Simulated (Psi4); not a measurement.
# SiH2O2F2 (SMILES O[Si](O)(F)F) at TPSSh/def2-SVP

What is the energy change on altering one bond length of SiH2O2F2 at TPSSh/def2-SVP? 

The results are computed with Psi4 1.11.

2 further runs of the same task are left out: 2 set aside as unsound or not needed.

**1. The system as given**

SiH2O2F2 has 7 atoms, charge 0, and is taken as a singlet. SMILES: `O[Si](O)(F)F`. The coordinates come from a PBE0-D4/def2-TZVP relaxation. This is one conformer, not always the lowest.

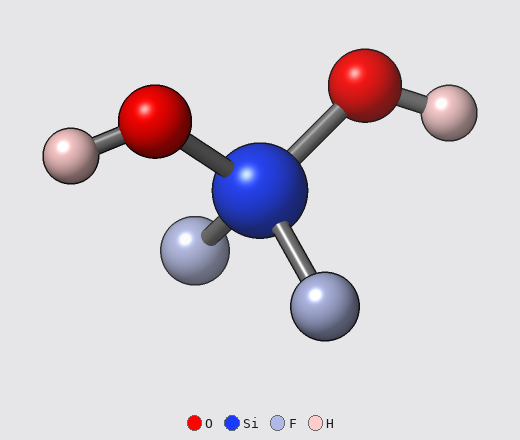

The structure, seen from a chosen angle (oxygen red, silicon blue, fluorine light blue, hydrogen pink).

**2. The energy at TPSSh/def2-SVP**

The input, run.py:

```python
import psi4

psi4.set_memory(2200000000)
psi4.set_num_threads(1)
psi4.set_output_file('f2h2o2si.out', False)

molecule = psi4.geometry("""
0 1
O     -1.123000     0.443800     0.890500
Si    -0.011100    -0.018100    -0.177300
O      1.321200    -0.386600     0.646700
F     -0.483500    -1.262700    -1.033600
F      0.238000     1.131800    -1.236100
H     -1.829300     1.022300     0.602200
H      1.948900    -0.998500     0.262000
symmetry c1
""")

options = {'basis': 'def2-SVP', 'puream': True, 'e_convergence': 1e-09, 'd_convergence': 1e-08, 'scf_type': 'pk', 'dft_radial_points': 99, 'dft_spherical_points': 590}
psi4.set_options(options)

e_tot, wfn = psi4.energy("TPSSH", return_wfn=True)
print(f'TPSSH energy: {e_tot:.10f} Eh')
```

On the command line:

```console
$ python run.py
```

f2h2o2si.out:

```text
[...]
  Running in c1 symmetry.
[...]
  Nuclear repulsion =  270.470000707396764
[...]
  Multiplicity = 1
[...]
  Nalpha       = 25
  Nbeta        = 25
[...]
    Number of basis functions: 84
[...]
   @RKS iter   1:  -640.34615603181726   -1.69777e-01   1.15956e-02 DIIS/ADIIS
[...]
   @RKS iter  11:  -640.67882987988810   -1.36424e-12   1.28985e-09 DIIS
[...]
    Orbital Energies [Eh]
    ---------------------
    Doubly Occupied:
       1A    -66.082787     2A    -24.602761     3A    -24.602694
       4A    -19.080173     5A    -19.080138     6A     -5.310587
       7A     -3.663553     8A     -3.663448     9A     -3.661543
      10A     -1.160795    11A     -1.138038    12A     -0.999719
      13A     -0.982791    14A     -0.584575    15A     -0.506822
      16A     -0.506106    17A     -0.471023    18A     -0.435942
      19A     -0.427511    20A     -0.408827    21A     -0.394159
      22A     -0.363291    23A     -0.349697    24A     -0.331884
      25A     -0.324313
[...]
  @RKS Final Energy:  -640.67882987988810
   => Energetics <=
    Nuclear Repulsion Energy =            270.4700007073967640
    One-Electron Energy =               -1427.0086582330418423
    Two-Electron Energy =                 570.1030258453265560
    DFT Exchange-Correlation Energy =     -54.2431981995696120
    Empirical Dispersion Energy =           0.0000000000000000
    VV10 Nonlocal Energy =                  0.0000000000000000
    Total Energy =                       -640.6788298798880987
[...]
 Multipole Moments:
 ------------------------------------------------------------------------------------
     Multipole            Electronic (a.u.)      Nuclear  (a.u.)        Total (a.u.)
 ------------------------------------------------------------------------------------
 L = 1.  Multiply by 2.5417464519 to convert [e a0] to [Debye]
 Dipole X            :         -0.3579116            0.3447560           -0.0131556
 Dipole Y            :         -0.1516939            0.1460807           -0.0056132
 Dipole Z            :         -3.0727575            2.9592576           -0.1134999
 Magnitude           :                                                    0.1143976
[...]
```

The script printed:

```text
TPSSH energy: -640.6788298799 Eh
```

Run time: 21 s. Hardware: 1 thread of Intel Xeon 6975P-C (Granite Rapids), shared host; peak memory 1.2 GiB.

**3. The distorted shape**

The input, job.inp:

```
memory 2.2 GB

molecule system {
  O     -0.911137     0.270272     0.976979
  Si     0.200763    -0.191628    -0.090821
  O      1.533063    -0.560128     0.733179
  F     -0.271637    -1.436228    -0.947121
  F      0.449863     0.958272    -1.149621
  H     -1.829300     1.022300     0.602200
  H      2.160763    -1.172028     0.348479
  symmetry c1
}

set {
  basis                def2-SVP
  puream               true
  e_convergence        1e-09
  d_convergence        1e-08
  scf_type             pk
  dft_radial_points    99
  dft_spherical_points 590
}

e, wfn = energy('tpssh', return_wfn=True)
oeprop(wfn, 'DIPOLE', 'MULLIKEN_CHARGES', 'QUADRUPOLE')
```

On the command line:

```console
$ psi4 job.inp job.out -n 1
```

job.out (excerpt; [...] marks lines left out):

```text
[...]
  Running in c1 symmetry.
[...]
  Nuclear repulsion =  268.897854627139282
[...]
  Multiplicity = 1
[...]
  Nalpha       = 25
  Nbeta        = 25
[...]
    Number of basis functions: 84
[...]
   @RKS iter   1:  -640.28264960084391   -2.27792e-01   1.16701e-02 DIIS/ADIIS
[...]
   @RKS iter  12:  -640.63676994913192    1.13687e-13   1.99335e-09 DIIS
[...]
  @RKS Final Energy:  -640.63676994913192
   => Energetics <=
    Nuclear Repulsion Energy =            268.8978546271392815
    One-Electron Energy =               -1424.1952308178633757
    Two-Electron Energy =                 568.8138119987891059
    DFT Exchange-Correlation Energy =     -54.1532057571968579
    Empirical Dispersion Energy =           0.0000000000000000
    VV10 Nonlocal Energy =                  0.0000000000000000
    Total Energy =                       -640.6367699491319172
[...]
 Multipole Moments:
 ------------------------------------------------------------------------------------
     Multipole            Electronic (a.u.)      Nuclear  (a.u.)        Total (a.u.)
 ------------------------------------------------------------------------------------
 L = 1.  Multiply by 2.5417464519 to convert [e a0] to [Debye]
 Dipole X            :         -0.2746858            0.1461828           -0.1285029
 Dipole Y            :         -0.2244402            0.3087235            0.0842833
 Dipole Z            :         -3.0137768            2.8782033           -0.1355736
 Magnitude           :                                                    0.2049314
 L = 2.  Multiply by 1.3450342976 to convert [e a0^2] to [Debye ang]
 Quadrupole XX       :       -142.2499681          123.6250633          -18.6249048
 Quadrupole XY       :         11.0443030          -16.2543428           -5.2100398
[...]
  Mulliken Charges: (a.u.)
   Center  Symbol    Alpha    Beta     Spin     Total
       1     O     4.23763  4.23763  0.00000 -0.47527
       2    SI     6.50687  6.50687  0.00000  0.98625
       3     O     4.18520  4.18520  0.00000 -0.37041
       4     F     4.66219  4.66219  0.00000 -0.32438
       5     F     4.66289  4.66289  0.00000 -0.32578
       6     H     0.34818  0.34818  0.00000  0.30363
       7     H     0.39702  0.39702  0.00000  0.20595
   Total alpha = 25.00000, Total beta = 25.00000, Total charge = -0.00000
    Psi4 run time: 0:00:21.29
```

It took 23 s on 1 thread of Intel Xeon 6975P-C (Granite Rapids), shared host; peak memory 1.2 GiB.

**4. Results**

Level: TPSSh/def2-SVP.

```
                                                         quantity          value
                                        first shape: total energy  -640.67883 Eh
                                       first shape: dipole moment         0.29 D
                                         first shape: HOMO energy       -8.82 eV
                                         first shape: LUMO energy        0.49 eV
                                       first shape: HOMO–LUMO gap        9.31 eV
                                    distorted shape: total energy  -640.63677 Eh
                                   distorted shape: dipole moment         0.52 D
                                     distorted shape: HOMO energy       -8.58 eV
                                     distorted shape: LUMO energy       -1.39 eV
                                   distorted shape: HOMO–LUMO gap        7.19 eV
energy change with the O1–H6 bond stretched from 0.957 to 1.245 Å       1.145 eV
```

What this shows: With the O1–H6 bond stretched from 0.957 to 1.245 Å the energy rises by 1.14 eV (110 kJ/mol). The first shape isn't relaxed at this level, so the change isn't measured from a minimum.
